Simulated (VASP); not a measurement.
Data:

```yaml
crystal:
  lattice:
    - [4.29526, 0.00000, 0.00000]
    - [0.00000, 4.29526, 0.00000]
    - [0.00000, 0.00000, 4.29526]
  atoms:
    - { symbol: Cu, position: [0.75000, 0.25000, 0.75000] }
    - { symbol: Cu, position: [0.25000, 0.75000, 0.75000] }
    - { symbol: Cu, position: [0.75000, 0.75000, 0.25000] }
    - { symbol: Cu, position: [0.25000, 0.25000, 0.25000] }
    - { symbol: O, position: [0.00000, 0.00000, 0.00000] }
    - { symbol: O, position: [0.50000, 0.50000, 0.50000] }
```

Method: optB88-vdW, VASP's PBE PAW potentials (set 64) (plane waves; VASP). Run with 520 eV cut-off, 6×6×6 Γ-centred mesh, tetrahedra with Blöchl corrections, potentials Cu O.

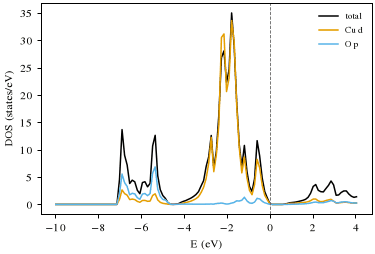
Fig. 1. Total and projected density of states, zero at the valence-band maximum

Within 2 eV below the valence-band maximum the largest weight inside VASP's projection spheres is Cu d.

The gap is direct, 0.58 eV, from the valence maximum at Γ to the conduction minimum at Γ.

The compound is Cu2O in the cuprite structure. It was relaxed first.
